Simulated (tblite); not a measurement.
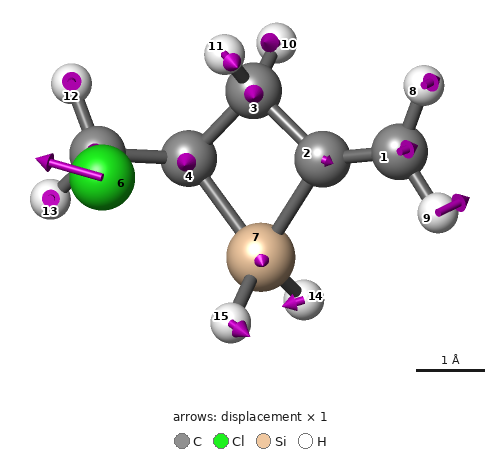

A relaxation of C₅H₈ClSi (multiplicity 2). The starting structure is drawn; purple arrows show the displacements, at their true length. The two geometries are superimposed by the best rigid fit.

The picture is a ball-and-stick view, seen at a tilt.

Theory: GFN2-xTB geometry optimisation, gas phase in tblite. 

Q: Atoms of which element are displaced furthest, and by how much?

A: Chlorine: up to 1.08 Å, against 0.69 Å for hydrogen.

Q: Describe the change and its energy.

A: Over 112 geometry steps the energy falls by 14.7 kcal/mol. The largest move after the best rigid fit is that of the Cl atom, 1.08 Å. Largest moves by element: Cl 1.08 Å, H 0.69 Å, C 0.51 Å, Si 0.25 Å. Among the contacts that change: C–Cl 1.758 → 1.870 Å, C–C 1.508 → 1.444 Å, C–Si 1.839 → 1.902 Å, C–Si 1.824 → 1.876 Å. Bond angles that change, for instance: C–C–Si 118.5° → 138.4°, C–C–C 112.3° → 124.8°, Cl–C–H 112.7° → 103.5°. Cost: 0.71 s on 1 thread of Arm Neoverse V2, on a shared host.
